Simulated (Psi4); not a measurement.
Run report: B2H6, excited-state calculation (part 2 of 2)

The same run, continued: B2H6; EOM-CCSD/cc-pCVDZ, RHF (Psi4 1.11). The geometry comes from this level: GFN2-xTB.

Geometry of the input (Å):
```
B  0.5123  -0.6519  0.3616
H  1.3483  -1.1845  -0.2678
H  0.3617  -0.9945  1.4743
H  0.6297  0.6511  0.2856
B  -0.5127  0.6521  -0.3614
H  -1.3479  1.1852  0.2679
H  -0.3605  0.9943  -1.4738
H  -0.6309  -0.6518  -0.2863
```

The program's output, continued
```
	total time  =          1 seconds =       0.02 minutes
            **************************
            *                        *
            *        CCENERGY        *
            *                        *
            **************************

    Nuclear Rep. energy (wfn)     =   31.952011159395475
    SCF energy          (wfn)     =  -52.814490938457034
    Reference energy    (file100) =  -52.814490938457006

    Input parameters:
    -----------------
    Wave function   =     CCSD
    Reference wfn   =     RHF
    Brueckner       =     No
    Memory (Mbytes) =     1600.0
    Maxiter         =     50
    R_Convergence   =     1.0e-07
    E_Convergence   =     1.0e-06
    Restart         =     Yes
    DIIS            =     Yes
    AO Basis        =     NONE
    ABCD            =     NEW
    Cache Level     =     2
    Cache Type      =     LOW
    Print Level     =     1
    Num. of threads =     1
    # Amps to Print =     10
    Print MP2 Amps? =     No
    Analyze T2 Amps =     No
    Print Pair Ener =     No
    Local CC        =     No
    SCS-MP2         =     False
    SCSN-MP2        =     False
    SCS-CCSD        =     False

MP2 correlation energy -0.2841420456064230
                Solving CC Amplitude Equations
                ------------------------------
  Iter             Energy              RMS        T1Diag      D1Diag    New D1Diag    D2Diag
  ----     ---------------------    ---------   ----------  ----------  ----------   --------
     0        -0.284142045606423    0.000e+00    0.000000    0.000000    0.000000    0.121348
     1        -0.320770347490389    5.551e-02    0.005259    0.012376    0.012376    0.139060
     2        -0.331206096573388    1.640e-02    0.006934    0.016516    0.016516    0.146645
     3        -0.331420981735186    2.999e-03    0.007413    0.017590    0.017590    0.147413
     4        -0.331408483388647    9.024e-04    0.007540    0.017877    0.017877    0.147662
     5        -0.331412896569051    2.242e-04    0.007571    0.017930    0.017930    0.147687
     6        -0.331412905131269    5.709e-05    0.007578    0.017939    0.017939    0.147689
     7        -0.331412782940612    1.439e-05    0.007579    0.017939    0.017939    0.147690
     8        -0.331412856594159    3.318e-06    0.007579    0.017938    0.017938    0.147690
     9        -0.331412815103706    9.631e-07    0.007579    0.017938    0.017938    0.147690
    10        -0.331412818290594    3.070e-07    0.007579    0.017938    0.017938    0.147690
    11        -0.331412823980341    7.669e-08    0.007579    0.017938    0.017938    0.147690

    Iterations converged.

    Largest TIA Amplitudes:
              6   1        -0.0123879061
              5   5         0.0121963956
              4  19         0.0109098995
              4  10         0.0104522652
              4   4         0.0084522954
              5  16         0.0064601675
              3  11         0.0057570672
              6  15        -0.0054669356
              3   6         0.0050486544
              3  20        -0.0046490125

    Largest TIjAb Amplitudes:
      4   4   0   0        -0.0464752788
      4   4   1   1        -0.0293000537
      6   6  11  11        -0.0263488917
      4   4   0  12         0.0250670513
      4   4  12   0         0.0250670513
      3   3   0   0        -0.0249965957
      5   5   5   5        -0.0221260702
      7   7   5   5        -0.0215491426
      4   6   0  11        -0.0212968665
      6   4  11   0        -0.0212968665

    SCF energy       (wfn)                    =  -52.814490938457034
    Reference energy (file100)                =  -52.814490938457006

    Opposite-spin MP2 correlation energy      =   -0.246887775154822
    Same-spin MP2 correlation energy          =   -0.037254270451601
    Singles MP2 correlation energy            =   -0.000000000000000
    MP2 correlation energy                    =   -0.284142045606423
      * MP2 total energy                      =  -53.098632984063428

    Opposite-spin CCSD correlation energy     =   -0.292781438135882
    Same-spin CCSD correlation energy         =   -0.038631385844459
    Singles CCSD correlation energy           =    0.000000000000000
    CCSD correlation energy                   =   -0.331412823980341
      * CCSD total energy                     =  -53.145903762437349

			**************************
			*                        *
			*         CCHBAR         *
			*                        *
			**************************

	**********************************************************
	*  CCEOM: An Equation of Motion Coupled Cluster Program  *
	**********************************************************

	Nuclear Rep. energy (wfn)     =   31.952011159395475
	SCF energy          (wfn)     =  -52.814490938457034
	Reference energy    (file100) =  -52.814490938457006
	CCSD energy         (file100) =   -0.331412823980341

	Input parameters:
	-----------------
	Reference wfn   =     RHF
	Reference EOM wfn=     RHF
	Memory (Mbytes) =  1600.0
	ABCD            =     NEW
	Cache Level     =    2
	Cache Type      =     LRU
	Num. of threads =     1
	Local CC        =     No

	CCEOM parameters:
	-----------------
	States sought per irrep     = A 1,
	Max. number of iterations   =    80
	Vectors stored per root     =    12
	Print HbarSS iterations?    =     0
	Excitation range for HBarSS =     2
	Eigenvalue tolerance        = 1.0e-06
	Eigenvalue toleranceSS      = 1.0e-06
	Residual vector tolerance   = 1.0e-06
	Residual vector toleranceSS = 1.0e-06
	Complex tolerance           = 1.0e-12
	Root for properties         =     1
	Sym of state for properties =      A
	Guess vectors taken from    = SINGLES
	Restart EOM CC3             = NO
	Collapse with last vector   = YES

Fae   dot Fae   total 2116.9344536182
Fmi   dot Fmi   total  119.7698893341
Fme   dot Fme   total    0.0000280344
WMBIJ dot WMBIJ total    0.0000000000
Wmbij dot Wmbij total    0.0000000000
WMbIj dot WMbIj total    2.3207078988
WmBiJ dot WmBiJ total    0.0000000000
Symmetry of ground state: A
Symmetry of excited state: A
Symmetry of right eigenvector: A
Seeking states with multiplicity of 1
Obtaining initial guess from singles-singles block of Hbar...Done.

Iter=1    L=1     Root    EOM Energy     Delta E   Res. Norm    Conv?
                     1   0.3598483894   3.60e-01    3.87e-01      N
Iter=2    L=2     Root    EOM Energy     Delta E   Res. Norm    Conv?
                     1   0.2711669813  -8.87e-02    8.98e-02      N
Iter=3    L=3     Root    EOM Energy     Delta E   Res. Norm    Conv?
                     1   0.2658621702  -5.30e-03    3.59e-02      N
Iter=4    L=4     Root    EOM Energy     Delta E   Res. Norm    Conv?
                     1   0.2650050328  -8.57e-04    1.28e-02      N
Iter=5    L=5     Root    EOM Energy     Delta E   Res. Norm    Conv?
                     1   0.2649268230  -7.82e-05    4.06e-03      N
Iter=6    L=6     Root    EOM Energy     Delta E   Res. Norm    Conv?
                     1   0.2649179755  -8.85e-06    1.10e-03      N
Iter=7    L=7     Root    EOM Energy     Delta E   Res. Norm    Conv?
                     1   0.2649150342  -2.94e-06    3.35e-04      N
Iter=8    L=8     Root    EOM Energy     Delta E   Res. Norm    Conv?
                     1   0.2649153797   3.45e-07    1.12e-04      N
Iter=9    L=9     Root    EOM Energy     Delta E   Res. Norm    Conv?
                     1   0.2649153332  -4.65e-08    3.16e-05      N
Iter=10   L=10    Root    EOM Energy     Delta E   Res. Norm    Conv?
                     1   0.2649152859  -4.73e-08    1.38e-05      N
Iter=11   L=11    Root    EOM Energy     Delta E   Res. Norm    Conv?
                     1   0.2649152980   1.21e-08    1.20e-05      N
Iter=12   L=12    Root    EOM Energy     Delta E   Res. Norm    Conv?
                     1   0.2649152987   7.35e-10    9.81e-06      N
Iter=13   L=2     Root    EOM Energy     Delta E   Res. Norm    Conv?
                     1   0.2649152987  -2.72e-15    9.81e-06      N
Iter=14   L=3     Root    EOM Energy     Delta E   Res. Norm    Conv?
                     1   0.2649152966  -2.14e-09    3.90e-06      N
Iter=15   L=4     Root    EOM Energy     Delta E   Res. Norm    Conv?
                     1   0.2649152994   2.77e-09    1.51e-06      N
Iter=16   L=5     Root    EOM Energy     Delta E   Res. Norm    Conv?
                     1   0.2649152987  -6.73e-10    6.63e-07      Y
Collapsing to only 1 vector(s).

Procedure converged for 1 root(s).
Energy written to CC_INFO:Etot  -52.8809884638
States per irrep written to CC_INFO.
EOM CCSD R0 for root 0 =  -0.00000152252

Final Energetic Summary for Converged Roots of Irrep A
                     Excitation Energy              Total Energy
                (eV)     (cm^-1)     (au)             (au)
EOM State 1      7.209    58142.2   0.2649152987   -52.880988463753

Largest components of excited wave function #1:
 RIA (libdpd indices) : (cscf notation)
         7 >   0      :        8a >     9a :   -0.6688466815
         7 >  12      :        8a >    21a :    0.1108352274
         5 >   4      :        6a >    13a :    0.0532313235
         5 >  10      :        6a >    19a :    0.0362243043
         5 >  19      :        6a >    28a :    0.0310071496
 RIjAb (libdpd indices)     : (cscf notation)
        4   5 >   0   0     :     5a     6a >     9a     9a :    0.0511138579
        5   4 >   0   0     :     6a     5a >     9a     9a :    0.0511138579
        5   6 >   0  11     :     6a     7a >     9a    20a :    0.0321529915
        6   5 >  11   0     :     7a     6a >    20a     9a :    0.0321529915
        3   7 >   0   6     :     4a     8a >     9a    15a :    0.0313233501

	Putting into environment energy for root of R irrep 1 and root 1.
	Putting into environment CURRENT ENERGY:              -52.8809884638

	Total # of sigma evaluations: 15

    Psi4 run time: 0:00:06.30
```

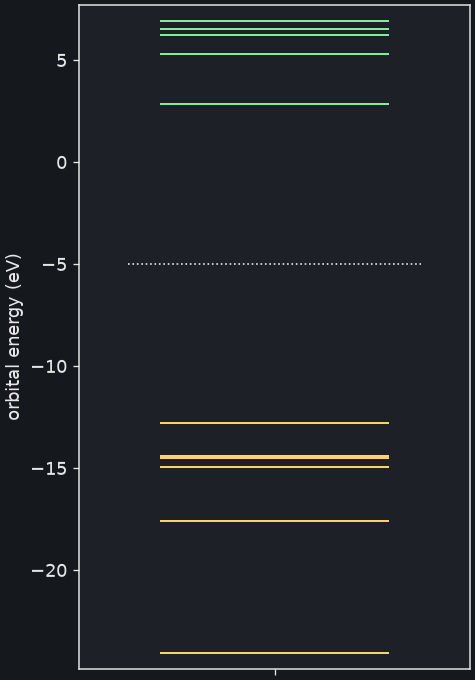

*Orbital energies near the frontier (SCF reference); the dotted line parts filled from empty levels, and levels within 0.02 eV of each other stand side by side.*

Highest filled −12.81 eV, lowest empty 2.82 eV, 15.63 eV apart.

Key numbers

| quantity | value |
| --- | --- |
| outcome | converged |
| total energy | −53.145904 hartree |
| SCF energy | −52.814491 hartree |
| MP2 energy | −53.098633 hartree |
| CCSD energy | −53.145904 hartree |
| basis functions | 66 |
| T1 diagnostic | 0.008 |
| HOMO of the SCF reference | −12.81 eV |
| LUMO of the SCF reference | 2.82 eV |
| wall time | 7.2 s |
| peak memory | 0.38 GiB |
